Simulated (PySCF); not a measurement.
CCl₂, SMILES `Cl[C]Cl`.

Level of theory: ωB97X/aug-cc-pVDZ (PySCF), at a geometry from GFN2-xTB. No frequency check shows the geometry to be a minimum. GFN2-xTB bond lengths at metals and heavier atoms can be off by up to 0.1 Å and shapes distorted, which carries into these values.

Coordinates in Å:

```
Cl1      1.3937   -0.1386    0.0000
C2       0.0001    0.7855    0.0000
Cl3     -1.3938   -0.1386    0.0000
```

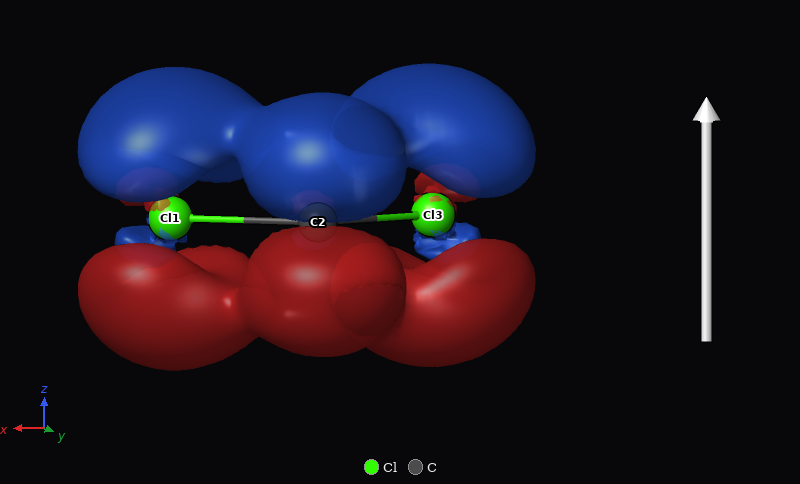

Change of the electron density in a uniform field of 0.26 V/Å along +z (arrow), surfaces at ±0.0015 e/Å³ (red: gain, blue: loss).

The field was applied in both directions; the picture shows the one opposite to the script's first.

**What dipole is induced, and what polarisability does it imply?**

The induced dipole is 0.38 D (along the field); α along this axis, from the fields in both directions, is 30 bohr³ (4.4 Å³).

Run time: 9.6 s on 1 thread of AMD EPYC 7R13 Processor (Zen 3), with other jobs on the host, peak memory 0.31 GiB.
